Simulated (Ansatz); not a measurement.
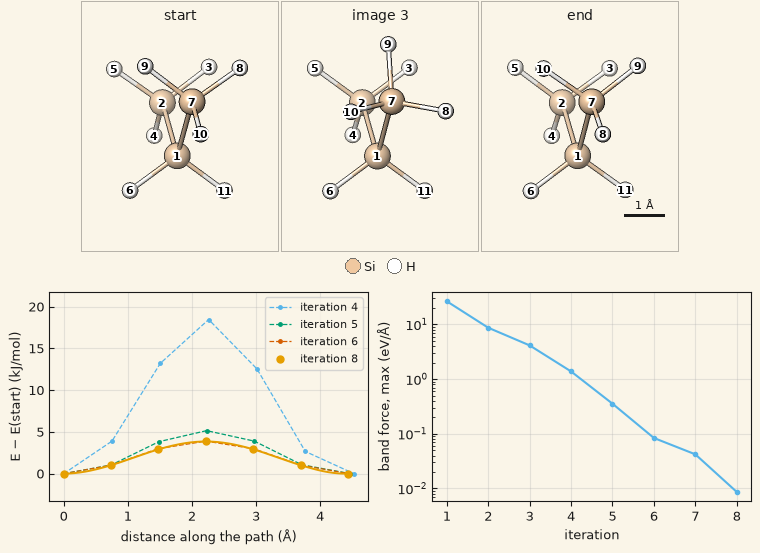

NEB run on Si3H8. Images are numbered from 0 (start) to 6 (end). The plot follows the band through its iterations. The picture is a ball-and-stick view, seen from a free direction.

Theory: RKS PBE0-D4/def2-SVP (Ansatz 0.2.0). Set-up: 5 movable images; climbing image; force threshold 0.03 eV/Å; iteration limit 60; starting path by straight interpolation.

Question: Judge this run.

Answer: The run is converged, with reservations. The band converged in 8 iterations. The largest component of the band force went from 27 to 0.0086 eV/Å. The climbing image converged on the top of the path. Its curvatures weren't checked. The straight starting path can push atoms close together and costs iterations. The first iteration put the highest image at 1342.06 kJ/mol. The two ends have the same energy, and the highest point, image 3, lies 3.86 kJ/mol above the start.
